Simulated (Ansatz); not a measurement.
The relaxed structure here is a generated cell of TaSi2: the first start was made by a random draw of sites in a space group, and the end was not matched to a known phase here, so it may be hypothetical. Known forms of TaSi2 include space group No. 181.

The end point of a relaxation of TaSi2. Level of theory: PBEsol (plane waves to 420 eV, PAW, scalar-relativistic; Ansatz, a quantum-chemistry and plane-wave program).

```xyz
12
Lattice="4.8711 0.0000 0.0000 -0.1677 4.8698 0.0000 -0.8218 -2.3995 7.7984" Properties=species:S:1:pos:R:3 pbc="T T T"
Si     2.9871     2.8762     5.1913
Si    -0.6226    -0.2919     6.9651
Si     0.4417     3.3245     4.0157
Si     0.5230    -0.2348     2.0493
Si     0.6830     2.4531     6.4259
Si     1.8383     1.1890     3.4425
Si     1.7707     3.2883     0.4578
Si     3.5407     1.4050     1.6161
Ta     1.8383    -0.0542     5.8312
Ta     2.8299     3.5869     2.7546
Ta     3.1921     2.1659     7.6121
Ta     4.3071     0.9613     4.4802
```

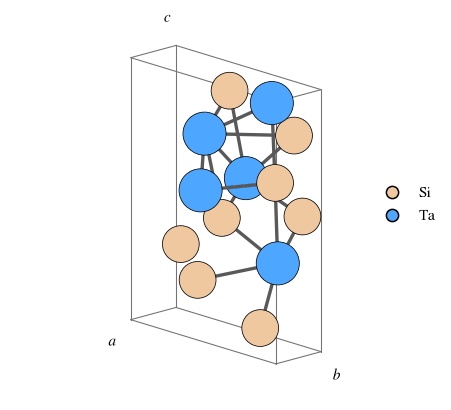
Figure. The conventional cell of the relaxed structure

| Property | Value |
|---|---|
| Volume per atom | 15.42 Å³ |
| Band gap | no gap (metallic) |
| Shortest distances | Si–Si 2.35 Å; Si–Ta 2.43 Å; Ta–Ta 2.94 Å |
| k-mesh | 10×10×6 |

Band energies at high-symmetry points (eV from the Fermi level; labels of this space group; no spin-orbit coupling), from −5 eV up to 2.9 eV:

```tsv
point	energies
Γ	-4.89 -4.47 -3.98 -3.81 -3.60 -3.45 -3.43 -3.19 -2.97 -2.29 -2.20 -1.77 -1.64 -1.42 -1.06 -0.32 0.46 0.79 1.16 1.66 2.09 2.30 2.49 2.88
X	-4.93 -4.61 -4.38 -4.23 -3.87 -3.33 -2.74 -2.61 -2.55 -2.30 -2.21 -1.84 -1.65 -1.37 -0.77 -0.36 -0.13 0.53 1.32 1.49 2.04 2.12 2.29 2.64 2.69
Y	-4.95 -4.75 -4.67 -4.19 -3.79 -3.31 -3.08 -2.76 -2.45 -2.30 -2.22 -2.18 -1.60 -1.01 -0.79 -0.49 0.69 0.90 1.02 1.70 1.97 2.21 2.39 2.74 2.80
Z	-4.92 -4.81 -4.56 -4.04 -3.92 -3.74 -3.27 -3.21 -2.78 -2.37 -2.30 -2.06 -1.41 -1.11 -0.78 -0.30 1.14 1.26 1.48 1.65 1.98 2.28 2.51 2.76 2.81
R2	-4.90 -4.33 -3.56 -3.19 -3.00 -2.60 -2.44 -2.17 -1.83 -1.66 -1.31 -1.02 -0.88 -0.41 -0.40 0.32 0.88 1.05 1.07 1.22 1.35 1.47 2.34 2.42 2.48 2.66
T2	-4.88 -4.52 -4.23 -3.90 -3.81 -3.40 -3.28 -3.00 -2.65 -2.36 -2.19 -1.76 -1.42 -1.31 -1.03 -0.09 0.30 0.94 1.45 1.73 1.97 2.20 2.29 2.64 2.85
U2	-4.88 -4.30 -4.13 -4.00 -3.75 -3.23 -3.11 -2.83 -2.68 -2.36 -2.01 -1.46 -1.10 -0.79 -0.69 -0.20 0.00 0.64 0.79 1.04 1.73 1.93 2.15 2.29 2.68 2.88
V2	-4.62 -4.46 -3.86 -3.26 -2.78 -2.78 -2.53 -2.15 -1.94 -1.89 -1.46 -0.93 -0.65 -0.43 -0.25 0.05 0.76 0.91 1.19 1.46 1.69 2.00 2.39 2.58 2.83
```

No spin polarisation in the result.

It was reached from a disturbed copy of a Pn-3m (No. 224) cell (AFLOW prototype A2B_cP6_224_b_a (C3, as in Cu2O)), against which it lies -1.79 eV/atom.
